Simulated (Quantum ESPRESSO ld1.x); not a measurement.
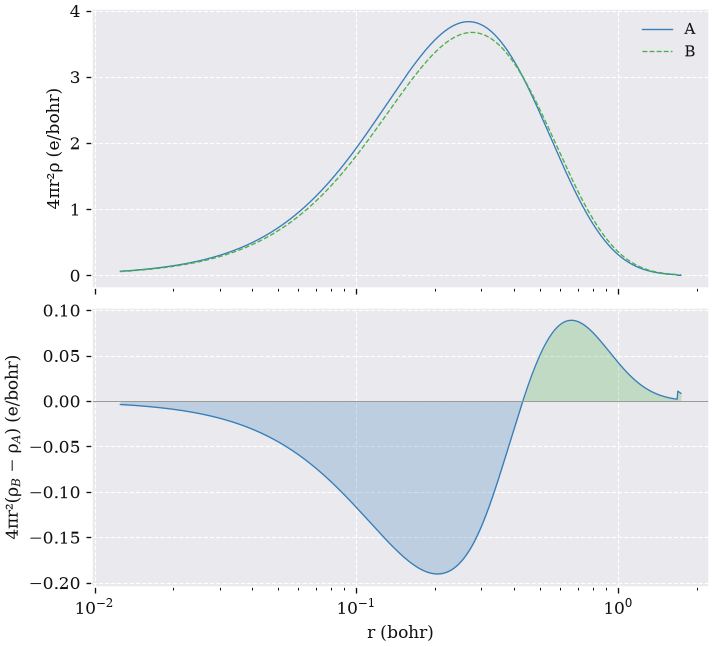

The beryllium ion Be²⁺ in 1s2 was computed by two methods: LDA (Perdew-Wang); LDA (Perdew-Zunger). Both runs are non-relativistic, spin-polarised and spherical. Computed with Quantum ESPRESSO ld1.x 7.5.

The plot shows both radial densities and the radial density of run B less that of run A; on the logarithmic r axis, areas aren't charges.

A is LDA (Perdew-Wang) and B is LDA (Perdew-Zunger).

> How do the two densities differ?

B holds 0.048 electrons more than A where the difference is positive (most at r = 0.66 bohr) and as many fewer where it is negative (most at r = 0.20 bohr), out of 2 electrons.
